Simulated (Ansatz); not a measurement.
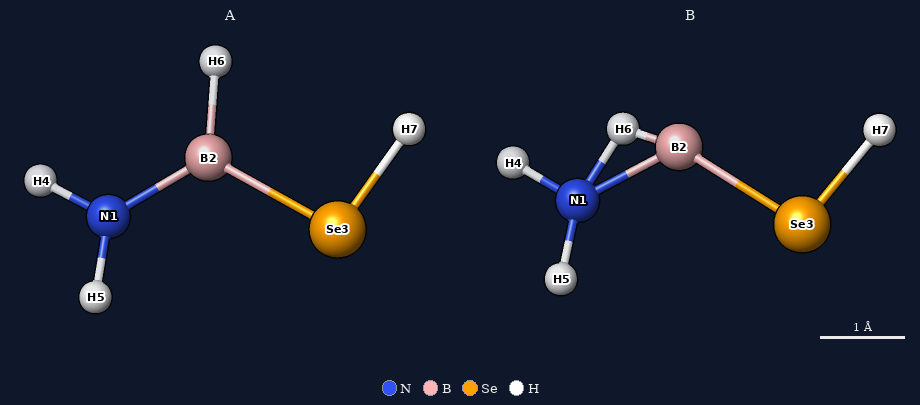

Two geometries of BNH4Se, drawn at one scale. One is the start of a relaxation, the other its converged end. Style: ball-and-stick. Shown from a free direction.

These are results of Ansatz, RKS PBE-D4/def2-SVP, not measurements. (force threshold 0.03 eV/Å; at most 250 steps)

### Which of the two is the end point?

Structure A is the relaxed one. It is one of the separated reactants of a reaction. The atom that moves furthest after the best rigid fit is H6 (1.03 Å). Largest moves by element: H 1.03 Å, N 0.22 Å, B 0.18 Å, Se 0.08 Å. Among the contacts that change: N1–H6 1.020 → 2.266 Å, B2–H6 0.750 → 1.214 Å, Se3–H7 1.464 → 1.480 Å, N1–H5 1.006 → 1.021 Å. Bonds break, among them: N1–H6 (1.02 → 2.27 Å). Among the angles between lasting bonds that change: N1–B2–H6 45.8° → 120.0°, Se3–B2–H6 165.1° → 119.5°. After 9 accepted moves (10 points after the start) the energy has fallen by 11.724 eV. Largest force component: 33 eV/Å at the start, 0.019 eV/Å at the end. The line search rejected the trial step at point 8 of the run.
